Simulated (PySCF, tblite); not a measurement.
# BH5O5Si3, a fragment of a glass network (fused 3-rings): NMR shifts, core binding energies and electronic excitations

What NMR shifts, core binding energies and electronic excitations should one expect for `O1[SiH2]O[SiH]2O[SiH2]OB1O2`? It is drawn as: Si B3 Si Si, H ends, O bridges.

Computed with tblite 0.8.0 and PySCF 2.14.0; each step states its level. No surroundings beyond the atoms listed, unless a continuum is named. Atoms count from 0, parts from 1.

## 1. Starting point

14 atoms, charge 0, multiplicity 1; geometry: distance geometry start.

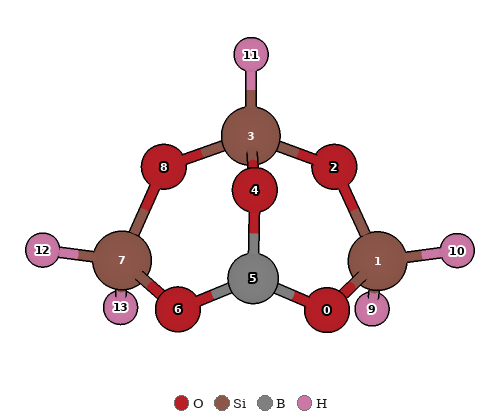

The starting geometry (oxygen red, silicon brown, boron grey, hydrogen pink), atoms numbered.

## 2. Relaxing the cluster with GFN2-xTB

What the job is given:

```
{"job": {"kind": "relax", "xc": "GFN2-xTB", "basis": "xTB"}, "charge": 0, "multiplicity": 1}
O     -0.864860    -1.200352    -0.149181
Si    -0.053185    -1.879115    -1.581505
O      1.637753    -1.322190    -1.655355
Si     2.257546    -0.208605    -0.412552
O      1.235450    -0.454217     1.021122
B     -0.233400    -0.198364     0.822709
O     -0.552200     1.226929     0.473328
Si     0.472047     2.282313    -0.516068
O      1.981918     1.455325    -0.947932
H     -0.758320    -1.447703    -2.749171
H     -0.067418    -3.285308    -1.490508
H      3.604572    -0.446590    -0.116073
H      0.775582     3.466264     0.233890
H     -0.227718     2.644849    -1.689110
```

With the program's defaults for keys left out, this is: GFN2-xTB geometry optimisation, gas phase.

Started as:

```sh
OMP_NUM_THREADS=1 python cluster_run.py task.json out
```

The driver reads the jobs from task.json and runs them one after another.

**Question.** The jobs that follow are: PBE0-D3(BJ)/def2-SVP geometry optimisation, gas phase; GIAO PBE0/pcSseg-1 NMR shielding, non-relativistic, gas phase; delta-SCF UKS SCAN, pcX-2 on the ionised atom, pcseg-1 elsewhere, spin-free X2C; TDDFT CAM-B3LYP/def2-SVPD, vertical, gas phase, core orbitals frozen in the response. Predict: point group; rotational constants (main isotopes); ¹H shifts against TMS (PBE0/pcSseg-1, means over atoms taken as alike); ¹⁷O shifts against H2O (PBE0/pcSseg-1, means over atoms taken as alike); ²⁹Si shifts against TMS (PBE0/pcSseg-1, means over atoms taken as alike); ¹¹B shifts against BF3·OEt2 (PBE0/pcSseg-1); potential on the surface of density 0.002 e/bohr³, 1st and 99th percentile; O1s binding energies, SCAN/pcX-2; Si2p binding energies, SCAN/pcX-2; lowest singlet (CAM-B3LYP/def2-SVPD); lowest triplet; vertical ionisation energy (ΔSCF).

The runs gave:

| quantity | value |
| --- | --- |
| point group | Cs |
| rotational constants (main isotopes) | 1.96, 1.02, 0.81 GHz |
| ¹H shifts against TMS (PBE0/pcSseg-1, means over atoms taken as alike) | 5.33, 5.09, 4.83 ppm |
| ¹⁷O shifts against H2O (PBE0/pcSseg-1, means over atoms taken as alike) | 179.9, 146.2, 113.0 ppm |
| ²⁹Si shifts against TMS (PBE0/pcSseg-1, means over atoms taken as alike) | -19.9, -47.8 ppm |
| ¹¹B shifts against BF3·OEt2 (PBE0/pcSseg-1) | 19.4 ppm |
| potential on the surface of density 0.002 e/bohr³, 1st and 99th percentile | -1.16 V and 1.68 V |
| O1s binding energies, SCAN/pcX-2 | O6 538.49, O4 538.43, O8 538.41 eV |
| Si2p binding energies, SCAN/pcX-2 | Si3 109.17, Si7 108.71 eV |
| lowest singlet (CAM-B3LYP/def2-SVPD) | 7.51 eV (165 nm), f = 0.017 |
| lowest triplet | 7.22 eV |
| vertical ionisation energy (ΔSCF) | 10.83 eV |

**Reading.** The start of the PBE0/def2-SVP relaxation was shaken at random by about 0.01 Å, so part of the energy gained, and of the first lengths quoted, undoes that. The optimisation took 8 steps and gained 0.548 eV; among the close pairs (by a distance rule), O0–Si1 changed most, from 1.616 to 1.685 Å (PBE0/def2-SVP). No frequency check was run at this level, so the end point may be a saddle. At PBE0/pcSseg-1: The widest tensor belongs to O0, O6: span 202 ppm, with a paramagnetic part of -211 ppm. At SCAN/pcX-2: The O1s levels kept as sound span 0.09 eV, from O8 (oxygen bonded to 2 Si) up to O6 (oxygen bonded to B, Si). At SCAN/pcX-2: Si3 (silicon bonded to 3 O, H) binds its Si2p electron 0.46 eV more tightly than Si7 (silicon bonded to 2 O, 2 H). The lowest singlet, at 7.51 eV, is HOMO→LUMO 0.68 and is weak. The lowest triplet lies 0.29 eV below the lowest singlet (triplets in Tamm-Dancoff, singlets in full TDDFT). ΔSCF puts the ionisation energy at 10.83 eV, 0.77 eV above −ε(HOMO). A capped cluster stands for the solid here, so long-range fields and strain are missing, and bands or shifts of the capping hydrogens have no counterpart in it.
